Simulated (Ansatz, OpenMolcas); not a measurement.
# HBS (hydrogen boron sulfide): the vertical energy of the triplet above the singlet, rung by rung

The species is HBS (3 atoms), meant as a singlet with charge 0. As SMILES, `B=S`. Geometry: relaxed at PBE0-D4/def2-TZVP.

```xyz
3

B    -0.0387   -0.0146    0.1348
S     0.3992    0.1476   -1.3933
H    -0.3605   -0.1331    1.2585
```

Quantity: the vertical energy of the triplet above the singlet, in eV. The values are calculated.

| level | kind | program | value (eV) | less FCI/STO-3G | CPU time (all runs) |
| --- | --- | --- | --- | --- | --- |
| HF/STO-3G | Hartree–Fock | OpenMolcas | 3.94 | -1.26 | 5.8 s |
| BLYP/STO-3G | GGA | Ansatz | 5.53 | +0.33 | 27 s |
| M06-2X/STO-3G | hybrid meta-GGA | OpenMolcas | 5.40 | +0.20 | 16 s |
| PBE0/STO-3G | global hybrid | OpenMolcas | 5.24 | +0.04 | 13 s |
| B2PLYP/STO-3G | double hybrid | Ansatz | 5.47 | +0.27 | 34 s |
| MRCI(2,2)/STO-3G | multireference | OpenMolcas | 5.46 | +0.26 | 7.6 s |
| CCSDT(Q)/STO-3G | coupled cluster or CI | Ansatz | 5.19 | -0.01 | 2.5 s |
| CCSDTQ/STO-3G | coupled cluster or CI | Ansatz | 5.19 | -0.01 | 30 s |
| FCI/STO-3G, open shells restricted | exact in the basis | OpenMolcas | 5.20 | 0.00 | 9.7 s |

FCI/STO-3G, open shells restricted is exact within its basis and frozen core, so for wave-function methods in that basis the difference is their error; functionals converge differently with the basis, so for them it is only a difference. The values span 3.94 to 5.53 eV. All rows use very small basis sets, so none should be taken for the real molecule's value. The upper state's dipole differs much between rows, so they may not all be the same state. In so small a basis fixed costs decide the times, and correlated methods can beat functionals. CPU times are rough (shared hosts, several kinds of processor and program).

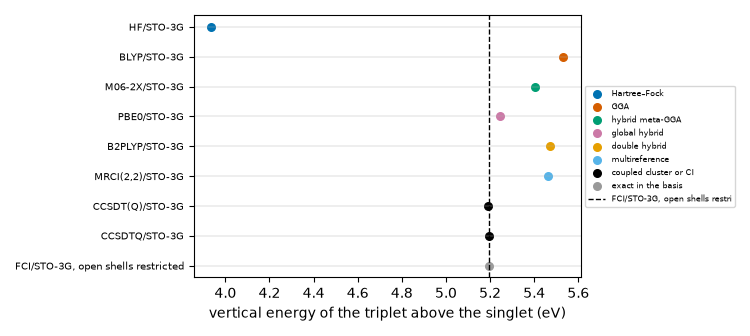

The values of the table, level by level.
